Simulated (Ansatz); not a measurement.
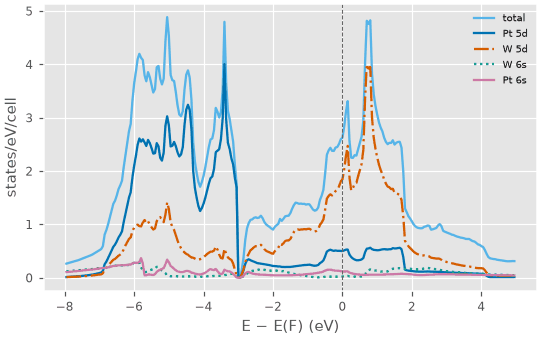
Fig. 1. Total and projected density of states of PtW (rock salt, space group No. 225), the program Ansatz at the PBEsol level (PAW)

Task: Which orbitals carry the states next to the Fermi level?

Result: Within 0.5 eV of the Fermi level: W 5d 71 %, Pt 5d 18 %, outside the projected shells 5 %. Projections are on Löwdin-orthogonalised atomic valence shells; empty p or d shells of many metals are not among them.

Task: Where is the tallest occupied peak in this window, and what makes it?

Result: Near -5.0 eV, about 4.9 states/eV per cell; the largest projected share is Pt 5d.

Space group Fm-3m (rock salt). The start of the workflow was typed in or built on a structure type; neither database checked (COD, Materials Project) lists it. Whether it is the stable phase at ambient conditions was not checked. Symmetry was held in the PBEsol relaxation; whether a distortion lowers the energy is not shown. No spin polarisation was allowed. Its formation energy is positive at this level, so the cell may be metastable or incomplete. Spin–orbit coupling is left out wherever it is not named.

Potentials: the earlier of the program's two PAW sets. The files were generated under PBE; for other functionals the program regenerates the frozen cores, and for LDA and PBEsol the local potential too.
